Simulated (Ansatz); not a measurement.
**Mo (Im-3m): all-electron equation of state from a Python script**

Where is the equilibrium volume of Mo (Im-3m) with all electrons, and how stiff is it? A script is to give an all-electron equation of state; the system is Mo (Im-3m).

All numbers are computed with Ansatz 0.2.0, driven from Python. Level of theory: DFT LDA, all-electron LAPW.

## 1. The structure

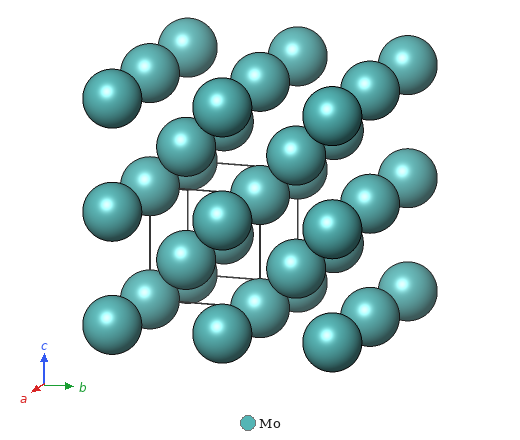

The starting structure, viewed slightly off an axis; molybdenum teal. 2×2×2 cells are drawn. The cell is the conventional one. Atoms on cell faces are repeated.

No structure file is read: the coordinates are typed or built in the script.

## 2. Script

run_eos_lapw.py

```python
"""E(V) of Mo on LAPW."""

import warnings

import ansatz as az
from ase.eos import EquationOfState
from ase.units import GPa
import numpy as np

VECTORS = np.array([
    [-1.573415, 1.573415, 1.573415],
    [1.573415, -1.573415, 1.573415],
    [1.573415, 1.573415, -1.573415],
])
SITES = [
    ("Mo", [0.0, 0.0, 0.0]),
]


def on_lattice(cell):
    crystal = az.Crystal(lattice=az.Lattice.of(cell))
    for symbol, position in SITES:
        crystal = crystal.atom(symbol, position)
    return crystal


def main() -> None:
    warnings.simplefilter("ignore", az.DeckWarning)

    volumes, energies = [], []
    for scale in np.linspace(0.92, 1.08, 5):
        cell = VECTORS * scale ** (1 / 3)
        calc = on_lattice(cell).calculation()
        calc = calc.functional(az.Functional.LDA)
        calc = calc.occupations("cold", width=0.1)
        calc = calc.kpoints(13, 13, 13)
        calc = calc.pseudopotentials("all_electron", lapw=True, basis_error=0.001)
        rep = calc.run(threads=1).report
        volumes.append(abs(np.linalg.det(cell)) / len(SITES))
        energies.append(rep["free_energy_ev"] / len(SITES))
        print(f"{scale:.3f} {volumes[-1]:9.4f} A^3/atom {energies[-1]:16.5f} eV/atom  (estimated basis error {1000 * rep['lapw_basis_errors']['total_ev_per_atom']:.2f} meV/atom)")
    v0, e0, bulk = EquationOfState(volumes, energies, eos="birchmurnaghan").fit()
    print(f"V0 = {v0:.4f} A^3/atom, B0 = {bulk / GPa:.1f} GPa")


if __name__ == "__main__":
    main()
```

## 3. Running it

Run with:

```console
$ python run_eos_lapw.py
```

What it wrote:

```text
0.920   14.3343 A^3/atom    -110064.79246 eV/atom  (estimated basis error 0.24 meV/atom)
0.960   14.9576 A^3/atom    -110064.82573 eV/atom  (estimated basis error 0.24 meV/atom)
1.000   15.5808 A^3/atom    -110064.80976 eV/atom  (estimated basis error 0.24 meV/atom)
1.040   16.2040 A^3/atom    -110064.75460 eV/atom  (estimated basis error 0.24 meV/atom)
1.080   16.8273 A^3/atom    -110064.66828 eV/atom  (estimated basis error 0.24 meV/atom)
V0 = 15.0448 A^3/atom, B0 = 294.7 GPa
```

Wall time 27 s (1 thread of Arm Neoverse V1, shared host); peak memory 0.35 GiB.

## 4. The runs side by side

The 5 runs, in the order started:

```tsv
run	volume (Å³/atom)	energy from run 2 (meV/atom)	SCF cycles	CPU time (s)
1	14.334	33.28	6	5.2
2	14.958	0.00	6	5
3	15.581	15.98	6	5
4	16.204	71.14	7	5.4
5	16.827	157.45	6	4.9
```

Energies are free energies F = E - TS of the smeared occupations. 

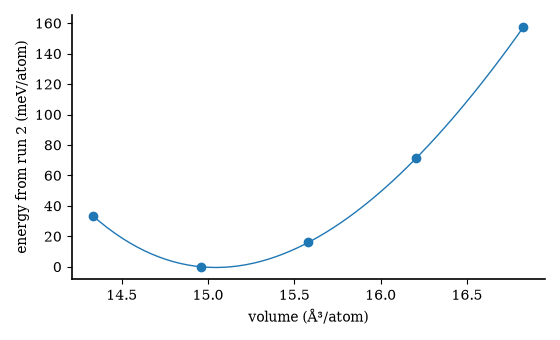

Energy against volume; the line is a third-order Birch-Murnaghan fit.

## 5. Results

| quantity | value |
| --- | --- |
| runs compared | 5 |
| range of energy | 157.45 meV/atom |
| lowest point, volume (Å³/atom) | 14.958 |
| equilibrium volume (fit) | 15.04 Å³/atom |
| bulk modulus (fit) | 295 GPa |

What this shows: A third-order Birch-Murnaghan fit through the 5 points has its minimum at 15.04 Å³ an atom, 3.4 % below the typed cell, with a bulk modulus of 295 GPa and dB/dP = 4.5. From that minimum the energy rises by 33.8 meV an atom on the compressed side and 157.9 meV on the expanded side. Reading the output:
- All-electron totals depend on functional, relativistic treatment and basis; only differences at equal settings carry meaning.
- Spin is left out of this run.
- The mesh is modest for a metal, so energies can be off by several to tens of meV an atom and pressures by half a GPa or more; differences at equal mesh fare better.
